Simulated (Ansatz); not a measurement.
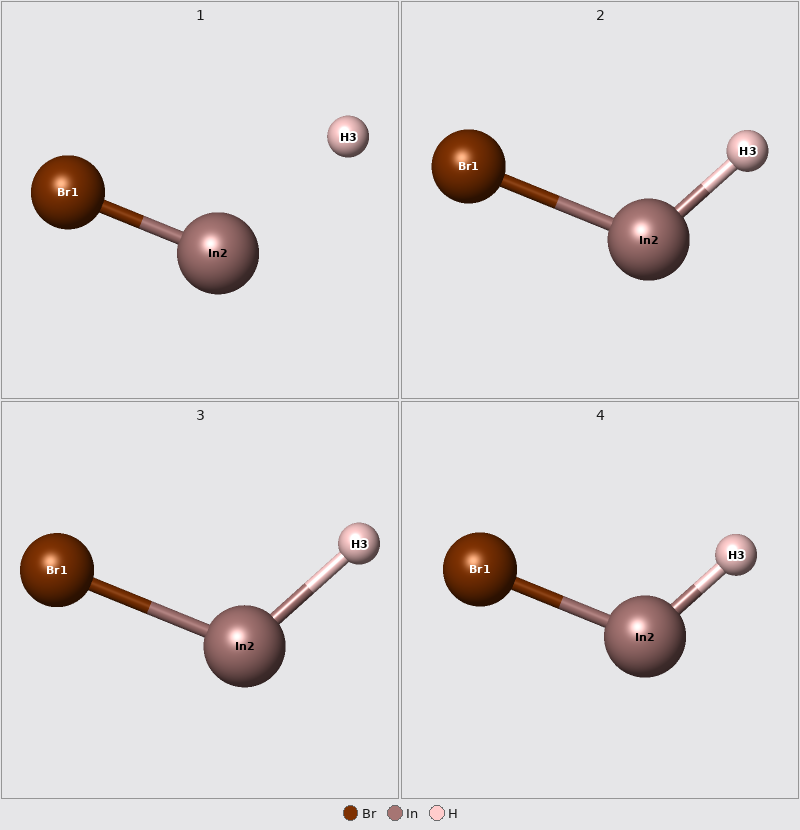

BrHIn, SMILES [Br][InH], spin multiplicity 2. First axis: bond length Br1–In2. Second axis: bond length In2–H3. Nothing is relaxed (all other coordinates rigid). The scan uses a 9 × 9 grid. All energies are given in kcal/mol relative to the lowest grid point. Computed with UKS PBE0-D4/def2-TZVP (Ansatz).

The numbered pictures are structures from this grid.

Q: Rank them by energy, lowest first.

A: 4, at bond length Br1–In2 = 2.558 Å, bond length In2–H3 = 1.755 Å: 0.0 kcal/mol; 2, at bond length Br1–In2 = 2.790 Å, bond length In2–H3 = 1.905 Å: 6.9 kcal/mol; 3, at bond length Br1–In2 = 2.906 Å, bond length In2–H3 = 2.207 Å: 18.1 kcal/mol; 1, at bond length Br1–In2 = 2.326 Å, bond length In2–H3 = 2.508 Å: 22.1 kcal/mol.

The map, with the structures marked:

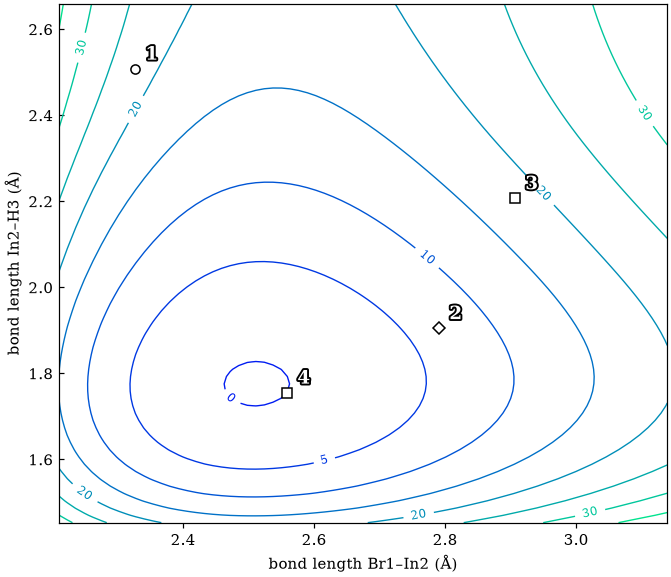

The picture shows contour lines labelled in kcal/mol. Between grid points the surface is interpolated.
